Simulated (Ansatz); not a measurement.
## Electronic structure of FH3S3Si (SMILES F[Si](S)(S)S) in real space

The calculation's input:

```
crystal:
  periodic: [false, false, false]
  atoms:
    - {symbol: F, position_ang: [-1.017360, 0.549080, 1.160394]}
    - {symbol: S, position_ang: [1.977921, 0.556026, 0.511858]}
    - {symbol: S, position_ang: [-0.541541, 0.857986, -1.851081]}
    - {symbol: S, position_ang: [-0.155300, -2.108780, -0.097598]}
    - {symbol: Si, position_ang: [-0.006517, 0.002750, 0.013129]}
    - {symbol: H, position_ang: [1.897769, 0.063936, 1.770094]}
    - {symbol: H, position_ang: [-0.557329, 2.123366, -1.371195]}
    - {symbol: H, position_ang: [-1.505440, -2.101564, -0.191300]}
basis:
  gaussian:
    orbitals: def2-TZVPD
hamiltonian:
  xc: {name: PBE0}
output:
  forces: true
  orbitals: {seedname: orbitals}
```

Launched as:

```sh
ansatz run input.yaml --threads 2 --pin off --max-ram 5220MiB --events-out events.jsonl --progress --plain --runs-dir runs
```

Geometry: PBE0-D4/def2-SVP.

All numbers below come from isolated molecule in a Gaussian basis; Kohn-Sham density functional theory, functional PBE0 (Ansatz).

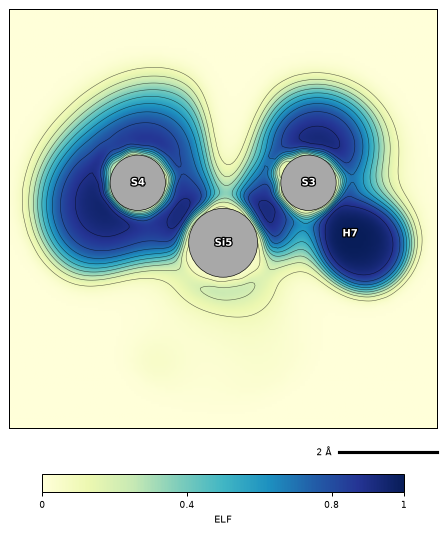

Figure 1. ELF on the plane of atoms S3, Si5 and S4. Grey discs cover the atomic cores.

Question: What does the map show?

Answer: The section cuts through S, Si and H sites. Si–S (2.12 Å): the ELF peaks at about 0.90 between the atoms (a shared electron pair). S–H (1.35 Å): the ELF climbs to about 1 towards the hydrogen, as it does in any bond to H. The ELF also peaks beside S4 and S3, away from the bonds: lone-pair regions.

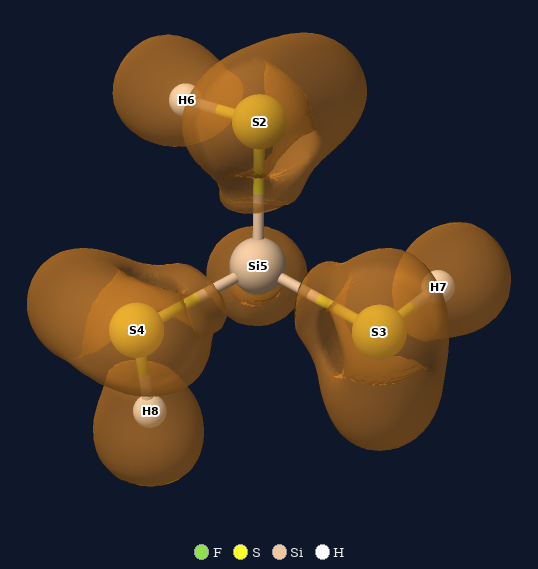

Figure 2. Isosurface of the electron localisation function at 0.8 (orange), seen across its widest extent. Core shells and regions of very low density are left out.

Question: Identify the bonds, lone pairs and shells in this picture.

Answer: The surface consists of three regions around hydrogen nuclei, three regions on S in which the atom's valence shell and bonds are merged and one region wrapped around F (its lone pairs, merged into a ring or cap). Along the contacts the grid gives the following. Si–F (1.62 Å): the ELF peaks at about 0.85 in the valence shell of F, 0.6 Å from its nucleus, and is about 0.55 at the midpoint.

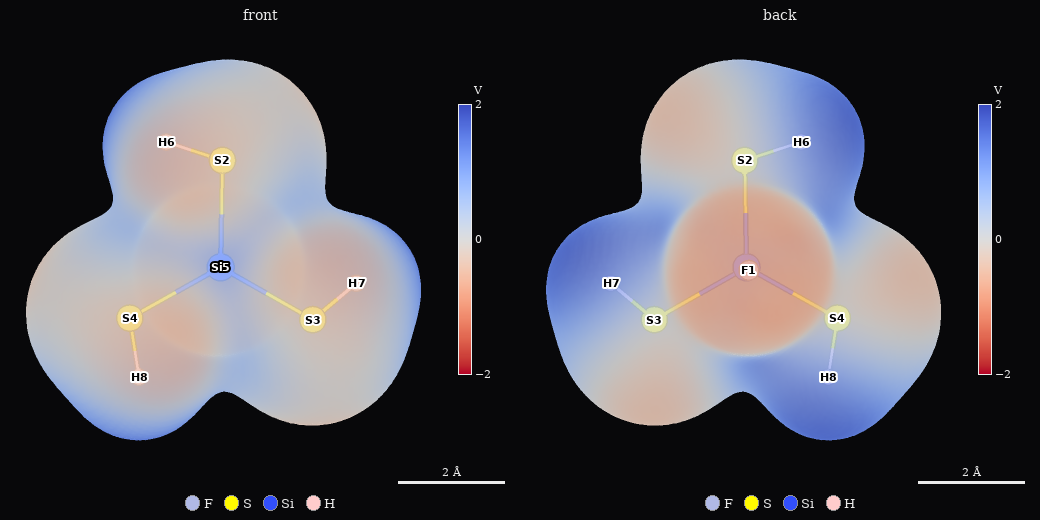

Figure 3. The electrostatic potential painted on the density surface at 0.002 e/bohr³, seen from the front and from behind; red is negative and blue positive.

Question: Which sites attract a positive test charge, and which a negative one?

Answer: A positive charge is drawn to the negative regions and a negative charge to the positive ones. The most negative region (about −0.8 V) lies over F1, the most positive (about +1.7 V) over H6, H7 and H8.

Question: How polar is the molecule by this calculation?

Answer: Its dipole moment is 0.33 D.

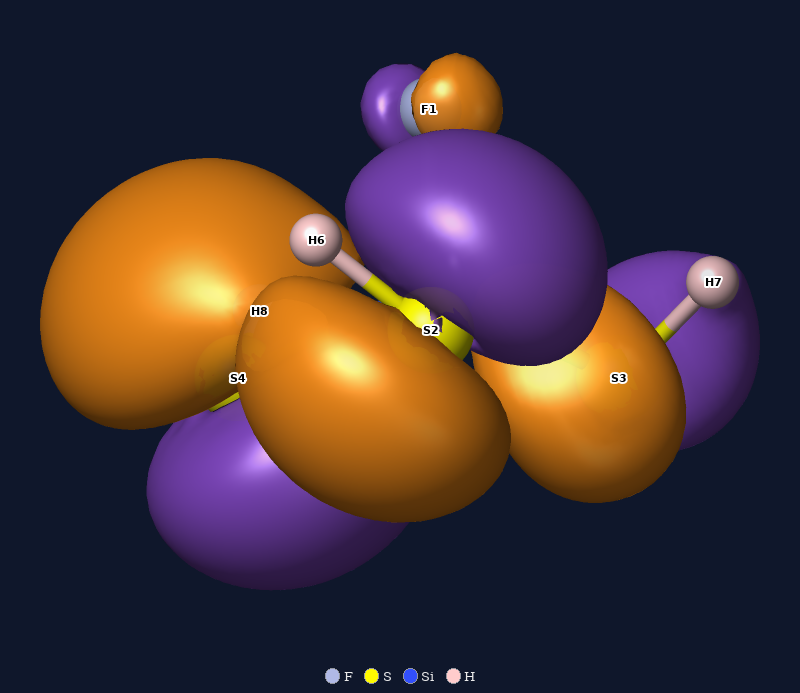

Figure 4. The HOMO at ±0.06 Å⁻³ᐟ² (orange and purple are the two phases), seen from one side.

Question: What is the character of this orbital?

Answer: It lies mainly on S4 (about 50 %), S2 (about 25 %) and S3 (about 10 %); largely a combination of lone pairs on S4, S2 and S3. It is one of a degenerate set, so its orientation is arbitrary. Its energy is −8.08 eV.
